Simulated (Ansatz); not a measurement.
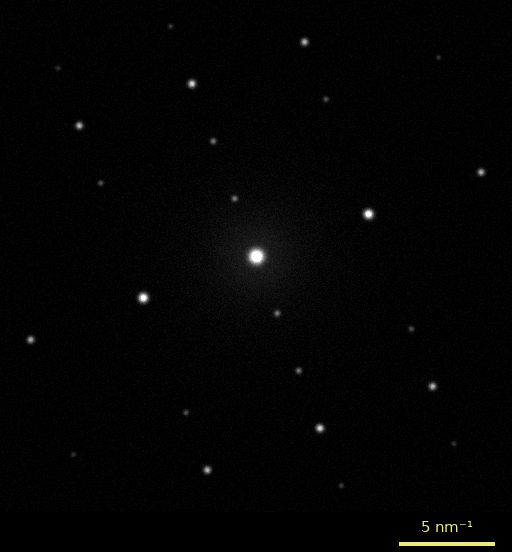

Computed electron diffraction pattern, 200 kV, single scattering only, B = 0.5 Å².

> Read the repeat vectors of the pattern off the scale bar.

The spots form a rectangular net whose two shortest vectors correspond to d = 3.10 Å and 1.58 Å, 90.0° apart.

> What is the point symmetry of the pattern, intensities included?

2mm.

> What was simulated?

This cannot be fixed from one zone alone; the pattern is [101] of Na2Al, space group I4/mmm (No. 139), a = 3.16 Å, c = 15.96 Å. The net vectors are 1 0 -1 and 0 2 0. Structure: the geometry relaxed with DFT PBE, scalar-relativistic, plane waves, PAW (Ansatz 0.2.0); the starting structure was generated, so it need not be a known form of this composition.
